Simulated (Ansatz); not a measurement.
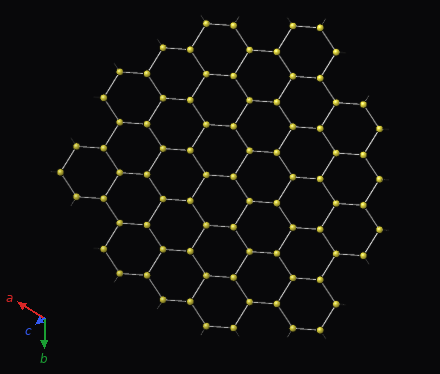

The picture shows a finite piece of the underlying net of a crystal structure, nodes on the atoms' positions. Nodes are coloured by topological kind. One layer is drawn. Short stubs are edges that leave the cut-out.

Describe the net.

Answer. A uninodal 3-connected, two-periodic (layers) net. It is the hcb net, known from graphene.

Give point symbol and coordination sequence.

Answer. 6^3, sequence 3, 6, 9, 12.

The net was derived as follows. Pt₃F₂ (space group R-3m, No. 166): the end point of a relaxation with DFT PBE, scalar-relativistic, plane waves, PAW in Ansatz 0.2.0; the starting structure was generated, so it need not be a known form of this composition. Bonds are taken as F–Pt below 2.4 Å. The graph is simplified in the usual way: terminal and isolated atoms are pruned, two-connected atoms become edges. F is a 3-connected node. Pt becomes part of the edges.
